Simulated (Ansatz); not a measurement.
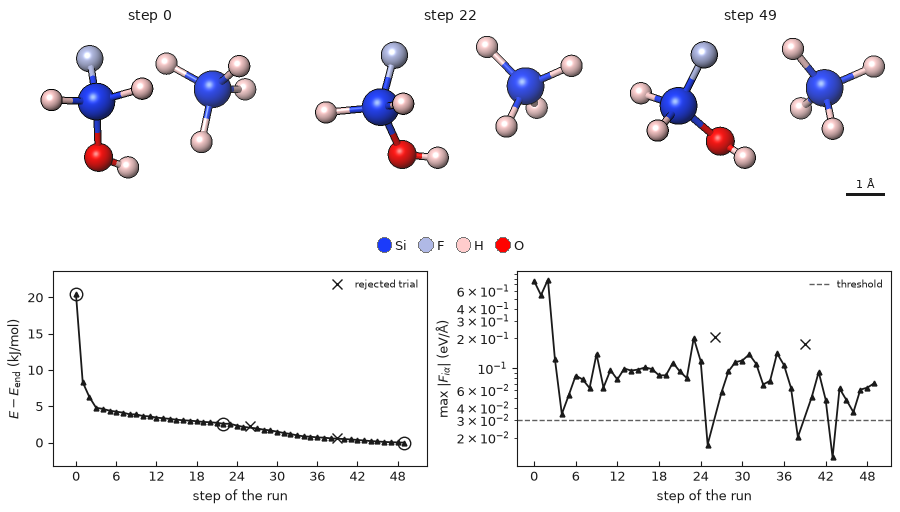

Frames of a relaxation of Si2H7OF, marked on the history of the run. The picture is a ball-and-stick view, seen at a tilt.

The run prepares an end point of a later path (reaction) calculation, from a guessed geometry.

These are results of UKS B3LYP/def2-SVP (Ansatz), not measurements. Set-up: collinear spin; force threshold 0.03 eV/Å; at most 50 steps.

What happens along the run?

The relaxation stopped without meeting its thresholds, so the last structure isn't shown to be converged. It used up its limit of 50 steps. The atom that moves furthest after the best rigid fit is an H atom (2.59 Å). Largest moves by element: H 2.59 Å, F 1.78 Å, O 0.73 Å, Si 0.50 Å. Near-neighbour distances that change, for instance: H–Si 1.446 → 1.487 Å, F–Si 1.655 → 1.628 Å, O–Si 1.645 → 1.658 Å. The energy falls by 20.4 kJ/mol in 47 accepted moves (49 points after the start). The largest force component goes from 0.76 to 0.071 eV/Å. The line search rejected the trial steps at points 26, 39 of the run. The forces were under the threshold at step 25, but the run went on from there. Cost: 2.2 min on 4 threads of Arm Neoverse N1, with other jobs on the host, peak memory 0.28 GiB. From step 0 to 22: an H atom moves most (1.39 Å), energy −17.8 kJ/mol. From step 22 to 49: H atoms move most (1.30 Å), energy −2.60 kJ/mol.

```json
{"step": "0", "E − E(0), kJ/mol": "0.00", "largest force component, eV/Å": "0.7606", "note": ""}
{"step": "1", "E − E(0), kJ/mol": "-12.08", "largest force component, eV/Å": "0.5463", "note": ""}
{"step": "2", "E − E(0), kJ/mol": "-14.14", "largest force component, eV/Å": "0.7832", "note": ""}
{"step": "3", "E − E(0), kJ/mol": "-15.61", "largest force component, eV/Å": "0.1246", "note": ""}
{"step": "4", "E − E(0), kJ/mol": "-15.76", "largest force component, eV/Å": "0.0347", "note": ""}
{"step": "5", "E − E(0), kJ/mol": "-16.01", "largest force component, eV/Å": "0.0537", "note": ""}
{"step": "6", "E − E(0), kJ/mol": "-16.14", "largest force component, eV/Å": "0.0846", "note": ""}
{"step": "7", "E − E(0), kJ/mol": "-16.28", "largest force component, eV/Å": "0.0774", "note": ""}
{"step": "8", "E − E(0), kJ/mol": "-16.51", "largest force component, eV/Å": "0.0633", "note": ""}
{"step": "9", "E − E(0), kJ/mol": "-16.52", "largest force component, eV/Å": "0.1397", "note": ""}
{"step": "10", "E − E(0), kJ/mol": "-16.75", "largest force component, eV/Å": "0.0641", "note": ""}
{"step": "12", "E − E(0), kJ/mol": "-16.96", "largest force component, eV/Å": "0.0773", "note": ""}
{"step": "14", "E − E(0), kJ/mol": "-17.14", "largest force component, eV/Å": "0.0949", "note": ""}
{"step": "16", "E − E(0), kJ/mol": "-17.33", "largest force component, eV/Å": "0.1022", "note": ""}
{"step": "18", "E − E(0), kJ/mol": "-17.46", "largest force component, eV/Å": "0.0850", "note": ""}
{"step": "20", "E − E(0), kJ/mol": "-17.60", "largest force component, eV/Å": "0.1141", "note": ""}
{"step": "22", "E − E(0), kJ/mol": "-17.81", "largest force component, eV/Å": "0.0799", "note": ""}
{"step": "24", "E − E(0), kJ/mol": "-18.06", "largest force component, eV/Å": "0.1186", "note": ""}
{"step": "26", "E − E(0), kJ/mol": "-18.18", "largest force component, eV/Å": "0.2069", "note": "rejected"}
{"step": "28", "E − E(0), kJ/mol": "-18.62", "largest force component, eV/Å": "0.0933", "note": ""}
{"step": "31", "E − E(0), kJ/mol": "-19.08", "largest force component, eV/Å": "0.1383", "note": ""}
{"step": "33", "E − E(0), kJ/mol": "-19.41", "largest force component, eV/Å": "0.0687", "note": ""}
{"step": "35", "E − E(0), kJ/mol": "-19.59", "largest force component, eV/Å": "0.1415", "note": ""}
{"step": "37", "E − E(0), kJ/mol": "-19.72", "largest force component, eV/Å": "0.0639", "note": ""}
{"step": "39", "E − E(0), kJ/mol": "-19.72", "largest force component, eV/Å": "0.1746", "note": "rejected"}
{"step": "41", "E − E(0), kJ/mol": "-19.97", "largest force component, eV/Å": "0.0919", "note": ""}
{"step": "43", "E − E(0), kJ/mol": "-20.12", "largest force component, eV/Å": "0.0127", "note": ""}
{"step": "45", "E − E(0), kJ/mol": "-20.25", "largest force component, eV/Å": "0.0479", "note": ""}
{"step": "47", "E − E(0), kJ/mol": "-20.35", "largest force component, eV/Å": "0.0610", "note": ""}
{"step": "49", "E − E(0), kJ/mol": "-20.41", "largest force component, eV/Å": "0.0708", "note": ""}
```
